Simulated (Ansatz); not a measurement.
## C2H5FN (charge +1): phonon calculation

The run: phonon calculation of C2H5FN, charge +1, SMILES N[CH+]CF. Method and program: RKS B3LYP-D4/def2-SVP (Ansatz 0.2.0).

It belongs to a series of runs on one base structure; here: vibrations at the highest image of the band. Figures and captions count atoms from 1; the log counts them from 0 in places.

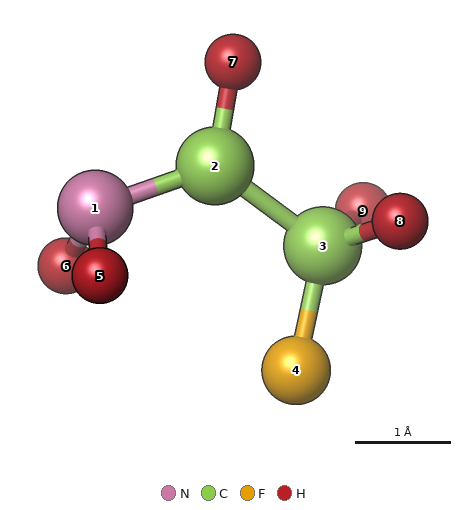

*The structure as given in the input (ball-and-stick view, seen at a tilt; atoms are numbered from 1 in the order of the input).*

Bond lengths as drawn: C–C 1.45 Å, C–F 1.34 Å, C–H 1.11 to 1.12 Å, C–N 1.36 Å and H–N 1.04 Å.

### Key numbers

```tsv
quantity	value
outcome	converged
total energy	−6347.5330 eV
mean-field energy	−6347.3764 eV
largest force (length of the vector)	0.012 eV/Å
hardware	1 thread of Intel Xeon @ 2.90GHz (Ice Lake), 64 GiB of memory available, shared host
wall time	90 s
peak memory	0.25 GiB
```

### The input
```yaml
crystal:
  periodic: [false, false, false]
  atoms:
    - { symbol: "N", position_ang: [-0.056862, 1.326563, -0.686455] }
    - { symbol: C, position_ang: [0.508798, 0.123911, -0.392177] }
    - { symbol: C, position_ang: [-0.048756, -0.867353, 0.50294] }
    - { symbol: F, position_ang: [-1.217638, -0.512685, 1.053078] }
    - { symbol: H, position_ang: [-0.257125, 1.826617, 0.204993] }
    - { symbol: H, position_ang: [-1.032573, 1.165086, -1.012874] }
    - { symbol: H, position_ang: [1.47615, -0.131331, -0.868934] }
    - { symbol: H, position_ang: [0.73966, -1.099222, 1.268485] }
    - { symbol: H, position_ang: [-0.111653, -1.831584, -0.069047] }
total_charge: 1
basis:
  gaussian: { orbitals: def2-SVP }
hamiltonian:
  xc: b3lyp
  dispersion: d4
phonons: {}
```

Command:
```bash
ansatz run input.yaml --threads 1 --pin off --max-ram 2048MiB --backend cpu --events-out ev --progress --plain --runs-dir out
```

### Output
```
Engine: ansatz 0.2.0, x86_64-unknown-linux-gnu
Functional definition: B3LYP
  parameter a0 = 0.2
  parameter ax = 0.72
  parameter ac = 0.81
  exchange = (1 - a0 - ax)*slater_x + ax*b88_x + a0*exact_x
  correlation = (1 - ac)*vwn_rpa_c + ac*lyp_c
908 factors; integrals over basis functions are off by at most 4.3e-4 eV
mean field evaluation 1: about -6337.4426 eV, gradient 7.2e1 eV
mean field evaluation 2: about -6303.2965 eV, gradient 1.2e2 eV
mean field evaluation 4: about -6346.9670 eV, gradient 1.3e1 eV
mean field evaluation 8: about -6347.3760 eV, gradient 3.3e-1 eV
mean field -6347.37624650 eV, -233.2617746527 hartree, gradient 6.9e-5 eV, S^2 0.000000; 0 other end points of the search recorded, 0 dependent functions left out
the calculation of the forces begins
reference -6347.37643871 eV, -233.2617817164 hartree; 16, 16 occupied and 65, 65 virtual orbitals, 908 factors
these checks for a lower state are left out or cut short: stability, starts, cluster_reference, orbital_swaps, neighbouring_geometries, increment
908 factors; integrals over basis functions are off by at most 4.3e-4 eV
mean field evaluation 16: about -6347.3805 eV, gradient 1.7e-1 eV
mean field -6347.37614065 eV, -233.2617707628 hartree, gradient 2.6e-6 eV, S^2 0.000000; 0 other end points of the search recorded, 0 dependent functions left out
[... from here on the field's lines of each further geometry are left out, up to the last ...]
the calculation of the forces begins
reference -6347.37640778 eV, -233.2617805798 hartree; 16, 16 occupied and 65, 65 virtual orbitals, 908 factors
these checks for a lower state are left out or cut short: stability, starts, cluster_reference, orbital_swaps, neighbouring_geometries, increment
908 factors; integrals over basis functions are off by at most 4.3e-4 eV
mean field -6347.37621870 eV, -233.2617736309 hartree, gradient 2.2e-6 eV, S^2 0.000000; 0 other end points of the search recorded, 0 dependent functions left out
the calculation of the forces begins
reference -6347.37641093 eV, -233.2617806956 hartree; 16, 16 occupied and 65, 65 virtual orbitals, 908 factors
WARN: phonons: modes at or below zero, which the zero-point energy, F, S and C_V leave out: 1, the lowest at -1330.38 cm⁻¹. A minimum has none, and a first-order saddle one
Total energy: -6347.53303006 eV, -233.2675363424 hartree
Atom 0 at    -0.056862     1.326563    -0.686455 Å, force     0.009349    -0.007174     0.003914 eV/Å
Atom 1 at     0.508798     0.123911    -0.392177 Å, force    -0.006403     0.008355    -0.004673 eV/Å
Atom 2 at    -0.048756    -0.867353     0.502940 Å, force    -0.000325     0.003524     0.003110 eV/Å
Atom 3 at    -1.217638    -0.512685     1.053078 Å, force     0.001718    -0.001140    -0.001117 eV/Å
Atom 4 at    -0.257125     1.826617     0.204993 Å, force    -0.002536     0.000829    -0.000883 eV/Å
Atom 5 at    -1.032573     1.165086    -1.012874 Å, force    -0.002475    -0.001160     0.000746 eV/Å
Atom 6 at     1.476150    -0.131331    -0.868934 Å, force     0.001311    -0.001423     0.000167 eV/Å
Atom 7 at     0.739660    -1.099222     1.268485 Å, force     0.000309    -0.000285     0.000695 eV/Å
Atom 8 at    -0.111653    -1.831584    -0.069047 Å, force    -0.000949    -0.001527    -0.001958 eV/Å
Dipole moment:     0.468777    -0.153364    -0.214119 e Å
Vibrations: -1330.38 191.48 229.57 483.57 690.91 787.82 820.86 943.28 1140.31 1169.88 1237.99 1245.52 1289.66 1391.98 1448.91 1509.32 2898.64 2902.04 3088.90 3302.67 3317.03 cm⁻¹, zero-point energy 1.865362 eV
```

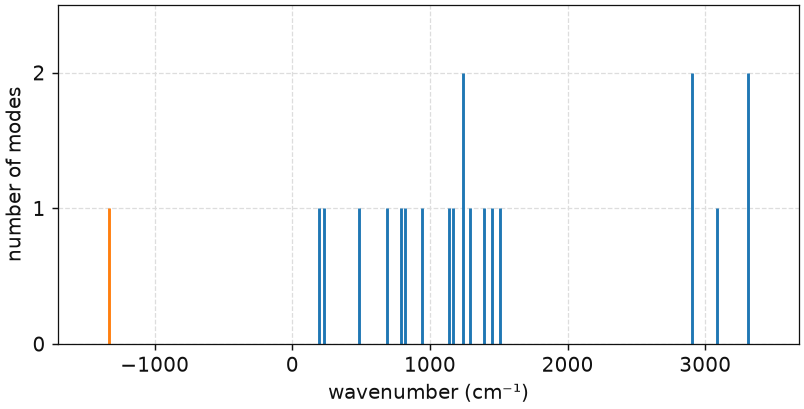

*Harmonic vibrational wavenumbers from the force constants; neighbouring modes closer than 21 cm⁻¹ are counted in one stick, and imaginary ones are drawn at negative wavenumbers.*

21 modes from 1330i to 3317 cm⁻¹, 1 imaginary beyond 8i (1330i cm⁻¹): a first-order saddle point, if the geometry is stationary.
